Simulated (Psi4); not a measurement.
# HOF (hypofluorous acid) at 6 levels

Wanted: a comparison of 6 runs (HF/STO-3G, HF/3-21G, CAM-B3LYP/aug-cc-pVTZ, wB97M-V/aug-cc-pVTZ, wB97X/aug-cc-pVTZ, MP3/aug-cc-pVTZ) of HOF (hypofluorous acid). 

The calculation is run with Psi4 1.11.

1 further run of the same task is left out (set aside as unsound or not needed).

## (1) Starting point

The species is HOF (3 atoms), meant as a singlet with charge 0. SMILES: `OF`. One bond was lengthened or shortened from a relaxed shape.

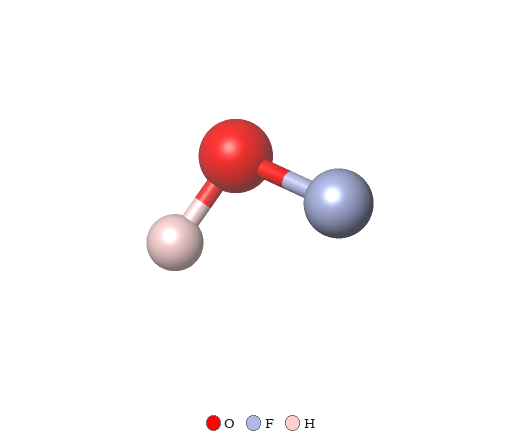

Viewed from a chosen angle; oxygen red, fluorine light blue, hydrogen pink.

## (2) Energy and forces at HF/STO-3G (run 1)

File fho.xyz:

```xyz
3
FHO
O      0.526465    -0.121265     0.279571
F     -0.126035     1.103695     0.052261
H     -0.208690    -0.804280    -0.205350
```

File run.py:

```python
import psi4

psi4.set_memory(2200000000)
psi4.set_num_threads(1)
psi4.core.set_output_file('psi4.out', False)

with open('fho.xyz') as f:
    atoms = ''.join(f.readlines()[2:])
geom = psi4.geometry('0 1\n' + atoms + 'symmetry c1\nno_reorient\nno_com')

psi4.set_options({
    'puream': True,
    'e_convergence': 1e-09,
    'd_convergence': 1e-08,
    'scf_type': 'pk',
})

e, wfn = psi4.gradient("hf/STO-3G", return_wfn=True)
psi4.oeprop(wfn, "MULLIKEN_CHARGES", "DIPOLE", "MAYER_INDICES")
print('gradient / Eh bohr^-1')
print(e.np.round(6))
print(f'energy = {wfn.energy():.10f} Eh')
for k, v in sorted(psi4.core.scalar_variables().items()):
    print(f'{k:45s} {v:18.10f}')
```

Launch:

```
$ python run.py
```

psi4.out:

```text
[...]
  Running in c1 symmetry.
[...]
  Nuclear repulsion =   33.360956473488514
[...]
  Multiplicity = 1
[...]
  Nalpha       = 9
  Nbeta        = 9
[...]
    Number of basis functions: 11
[...]
   @RHF iter   1:  -172.33040133442174   -1.29818e+00   1.46276e-02 DIIS/ADIIS
[...]
   @RHF iter  10:  -172.36010768335424   -3.69482e-13   6.70262e-09 DIIS
[...]
  @RHF Final Energy:  -172.36010768335424
   => Energetics <=
    Nuclear Repulsion Energy =             33.3609564734885140
    One-Electron Energy =                -308.2987271320919263
    Two-Electron Energy =                 102.5776629752491687
    Total Energy =                       -172.3601076833542720
[...]
  -Total Gradient:
     Atom            X                  Y                   Z
    ------   -----------------  -----------------  -----------------
       1        0.096221768569    -0.003599027379     0.053155629700
       2       -0.033302329464     0.058396234161    -0.012058765600
       3       -0.062919439106    -0.054797206783    -0.041096864100
[...]
 Multipole Moments:
 ------------------------------------------------------------------------------------
     Multipole            Electronic (a.u.)      Nuclear  (a.u.)        Total (a.u.)
 ------------------------------------------------------------------------------------
 L = 1.  Multiply by 2.5417464519 to convert [e a0] to [Debye]
 Dipole X            :         -5.7586977            5.4210857           -0.3376121
 Dipole Y            :        -15.7849320           15.4180014           -0.3669306
 Dipole Z            :         -4.9558785            4.7272765           -0.2286020
 Magnitude           :                                                    0.5485242
[...]
```

Standard output:

```text
gradient / Eh bohr^-1
[[ 0.096222 -0.003599  0.053156]
 [-0.033302  0.058396 -0.012059]
 [-0.062919 -0.054797 -0.041097]]
energy = -172.3601076834 Eh
CURRENT ENERGY                                   -172.3601076834
CURRENT REFERENCE ENERGY                         -172.3601076834
DD SOLVATION ENERGY                                 0.0000000000
HF KINETIC ENERGY                                 170.4413907247
HF POTENTIAL ENERGY                              -342.8014984081
HF TOTAL ENERGY                                  -172.3601076834
HF VIRIAL RATIO                                     2.0112573416
NUCLEAR REPULSION ENERGY                           33.3609564735
ONE-ELECTRON ENERGY                              -308.2987271321
PCM POLARIZATION ENERGY                             0.0000000000
PE ENERGY                                           0.0000000000
SCF ITERATION ENERGY                             -172.3601076834
SCF ITERATIONS                                     10.0000000000
SCF TOTAL ENERGY                                 -172.3601076834
TWO-ELECTRON ENERGY                               102.5776629752
```

Run time: 1.4 s. Hardware: 1 thread of Intel Xeon Platinum 8488C (Sapphire Rapids), shared host; peak memory 0.18 GiB.

## (3) A single-point energy at HF/3-21G (run 2)

File run.py:

```python
import psi4

psi4.set_memory(2200000000)
psi4.set_num_threads(1)
psi4.core.set_output_file('psi4.out', False)

geom = psi4.geometry("""
O      0.99487466    -0.22915764     0.52831262
F     -0.23817163     2.08568128     0.09875898
H     -0.39436694    -1.51986893    -0.38805526
units bohr
symmetry c1
""")

psi4.set_options(dict(basis='3-21G', puream=True, e_convergence=1e-09, d_convergence=1e-08, scf_type='pk'))

energy_value, wavefunction = psi4.energy("hf", return_wfn=True)
psi4.oeprop(wavefunction, "WIBERG_LOWDIN_INDICES", "LOWDIN_CHARGES", "MAYER_INDICES", title="HF")
print(f'total energy {energy_value:.8f} hartree = {energy_value * 27.211386:.5f} eV')
```

Launch:

```
$ python run.py
```

psi4.out:

```text
[...]
  Running in c1 symmetry.
[...]
  Nuclear repulsion =   33.360956476562180
[...]
  Multiplicity = 1
[...]
  Nalpha       = 9
  Nbeta        = 9
[...]
    Number of basis functions: 20
[...]
   @RHF iter   1:  -173.75901846002517   -7.96433e-01   9.85677e-03 ADIIS/DIIS
[...]
   @RHF iter  11:  -173.78654191832089   -1.96110e-12   8.27276e-09 DIIS
[...]
    Orbital Energies [Eh]
    ---------------------
    Doubly Occupied:
       1A    -26.196379     2A    -20.584883     3A     -1.627236
       4A     -1.259954     5A     -0.728807     6A     -0.699613
       7A     -0.649813     8A     -0.556849     9A     -0.514846
[...]
  @RHF Final Energy:  -173.78654191832089
   => Energetics <=
    Nuclear Repulsion Energy =             33.3609564765621798
    One-Electron Energy =                -308.6582385353353288
    Two-Electron Energy =                 101.5107401404522136
    Total Energy =                       -173.7865419183209212
[...]
 Multipole Moments:
 ------------------------------------------------------------------------------------
     Multipole            Electronic (a.u.)      Nuclear  (a.u.)        Total (a.u.)
 ------------------------------------------------------------------------------------
 L = 1.  Multiply by 2.5417464519 to convert [e a0] to [Debye]
 Dipole X            :         -0.3900930           -0.1815633           -0.5716563
 Dipole Y            :          1.0040551           -1.8036094           -0.7995542
 Dipole Z            :          0.0000000           -0.0000000            0.0000000
 Magnitude           :                                                    0.9828926
[...]
```

The script printed:

```text
total energy -173.78654192 hartree = -4728.97267 eV
```

Wall time 1.4 s (1 thread of Intel Xeon Platinum 8488C (Sapphire Rapids), shared host); peak memory 0.18 GiB.

Run 3 isn't shown in full; the table further down has it.

## (4) The energy at wB97M-V/aug-cc-pVTZ (run 4)

File calc.in:

```
memory 2.2 GB

molecule {
  0 1
  O      0.526465    -0.121265     0.279571
  F     -0.126035     1.103695     0.052261
  H     -0.208690    -0.804280    -0.205350
  symmetry c1
}

set globals {
  reference            rks
  puream               true
  e_convergence        1e-09
  d_convergence        1e-08
  scf_type             pk
  dft_radial_points    99
  dft_spherical_points 590
}

e = energy("wb97m-v/aug-cc-pVTZ")
print_variables()
```

Launch:

```
$ psi4 -i calc.in -o calc.out -n 1
```

calc.out:

```text
[...]
  Running in c1 symmetry.
[...]
  Nuclear repulsion =   33.360956473488521
[...]
  Multiplicity = 1
[...]
  Nalpha       = 9
  Nbeta        = 9
[...]
    Number of basis functions: 115
[...]
   @RKS iter   1:  -175.50378935311099   -5.44812e-01   2.91212e-03 DIIS/ADIIS
[...]
   @RKS iter  11:  -175.54896234807430   -3.67777e-11   8.00160e-09 DIIS
[...]
    Orbital Energies [Eh]
    ---------------------
    Doubly Occupied:
       1A    -24.950616     2A    -19.458044     3A     -1.390878
       4A     -1.080836     5A     -0.667948     6A     -0.614305
       7A     -0.595020     8A     -0.491559     9A     -0.429771
[...]
  @RKS Final Energy:  -175.54896234807430
   => Energetics <=
    Nuclear Repulsion Energy =             33.3609564734885211
    One-Electron Energy =                -309.6522495586925743
    Two-Electron Energy =                 114.7282927086808257
    DFT Exchange-Correlation Energy =     -14.0619357247891905
    Empirical Dispersion Energy =           0.0000000000000000
    VV10 Nonlocal Energy =                  0.0759737532381526
    Total Energy =                       -175.5489623480742694
[...]
 Multipole Moments:
 ------------------------------------------------------------------------------------
     Multipole            Electronic (a.u.)      Nuclear  (a.u.)        Total (a.u.)
 ------------------------------------------------------------------------------------
 L = 1.  Multiply by 2.5417464519 to convert [e a0] to [Debye]
 Dipole X            :         -0.2655429           -0.1815633           -0.4471062
 Dipole Y            :          1.1359560           -1.8036094           -0.6676534
 Dipole Z            :          0.0000000            0.0000000            0.0000000
 Magnitude           :                                                    0.8035329
[...]
```

Wall time 38 s (1 thread of Intel Xeon Platinum 8488C (Sapphire Rapids), shared host); peak memory 0.96 GiB.

Run 5 isn't shown in full; the table further down has it.

## (5) A single-point energy at MP3/aug-cc-pVTZ (run 6)

File calc.in:

```
memory 2200 MB

molecule mol {
  0 1
  O      0.526465    -0.121265     0.279571
  F     -0.126035     1.103695     0.052261
  H     -0.208690    -0.804280    -0.205350
  symmetry c1
}

set basis aug-cc-pVTZ
set puream true
set e_convergence 1e-09
set d_convergence 1e-08
set scf_type pk
set num_frozen_docc 2
set mp_type conv

e_tot, wfn = energy('mp3', return_wfn=True)
print_variables()
```

Launch:

```
$ psi4 calc.in calc.out -n 1
```

calc.out:

```text
[...]
  Running in c1 symmetry.
[...]
  Nuclear repulsion =   33.360956473488521
[...]
  Multiplicity = 1
[...]
  Nalpha       = 9
  Nbeta        = 9
[...]
    Number of basis functions: 115
[...]
   @RHF iter   1:  -174.75686170269336   -7.64896e-01   2.40051e-03 ADIIS/DIIS
[...]
   @RHF iter  12:  -174.78874032964623   -7.78755e-12   7.88482e-09 DIIS
[...]
  @RHF Final Energy:  -174.78874032964623
   => Energetics <=
    Nuclear Repulsion Energy =             33.3609564734885211
    One-Electron Energy =                -309.7713290314297865
    Two-Electron Energy =                 101.6216322282950699
    Total Energy =                       -174.7887403296462026
[...]
 Multipole Moments:
 ------------------------------------------------------------------------------------
     Multipole            Electronic (a.u.)      Nuclear  (a.u.)        Total (a.u.)
 ------------------------------------------------------------------------------------
 L = 1.  Multiply by 2.5417464519 to convert [e a0] to [Debye]
 Dipole X            :         -0.2885881           -0.1815633           -0.4701515
 Dipole Y            :          1.0228047           -1.8036094           -0.7808047
 Dipole Z            :          0.0000000            0.0000000            0.0000000
 Magnitude           :                                                    0.9114266
[...]
	SCS-MP2 Total Energy (a.u.)        :  -175.30354352907415
	SOS-MP2 Total Energy (a.u.)        :  -175.29906084272335
[...]
	SOS-PI-MP2 Total Energy (a.u.)     :  -175.33831626680620
[...]
	MP2 Total Energy (a.u.)            :  -175.31250890177569
[...]
	SCS-MP3 Total Energy (a.u.)        :  -175.30309701285390
[...]
	MP3 Total Energy (a.u.)            :  -175.31072283689471
[...]
```

Run time: 15 s. Hardware: 1 thread of Intel Xeon Platinum 8488C (Sapphire Rapids), shared host; peak memory 2.1 GiB.

## (6) All runs side by side

```tsv
run	level	task	integration grid	energy (Eh)	dipole moment (D)	HOMO energy (eV)	LUMO energy (eV)	wall time
1	HF/STO-3G	gradient	–	-172.360108	1.39	-10.61	11.62	1.4 s
2	HF/3-21G	energy	–	-173.786542	2.50	-14.01	4.96	1.4 s
3	CAM-B3LYP/aug-cc-pVTZ	gradient	99 radial × 590 angular	-175.551093	2.09	-10.75	-0.39	29 s
4	wB97M-V/aug-cc-pVTZ	energy	99 radial × 590 angular	-175.548962	2.04	-11.69	0.05	38 s
5	wB97X/aug-cc-pVTZ	energy	99 radial × 590 angular	-175.552040	2.06	-11.70	0.76	15 s
6	MP3/aug-cc-pVTZ	energy	–	-175.310723	–	-14.56	0.69	15 s
```

## (7) Summary of results

| quantity | value |
| --- | --- |
| run 6: total energy | -175.31072 Eh |
| run 6: HOMO energy (Hartree–Fock orbitals) | -14.56 eV |
| run 6: LUMO energy (Hartree–Fock orbitals) | 0.69 eV |
| run 6: HOMO–LUMO gap (Hartree–Fock orbitals) | 15.25 eV |
| run 6: correlation energy (2 core orbitals frozen) | -522.0 mEh |

**Reading.** Over runs 1, 2, 3, 4, 5 the dipole moment (its size) runs from 1.39 D (HF/STO-3G) to 2.50 D (HF/3-21G). Over runs 1, 2, 3, 4, 5 the HOMO–LUMO gap runs from 10.36 eV (CAM-B3LYP/aug-cc-pVTZ) to 22.23 eV (HF/STO-3G). The two ends differ in method and basis. Totals of different functionals can't be ranked against each other. In run 1 the basis is minimal, so the values are rough. All runs together took 99 s, the longest 38 s.
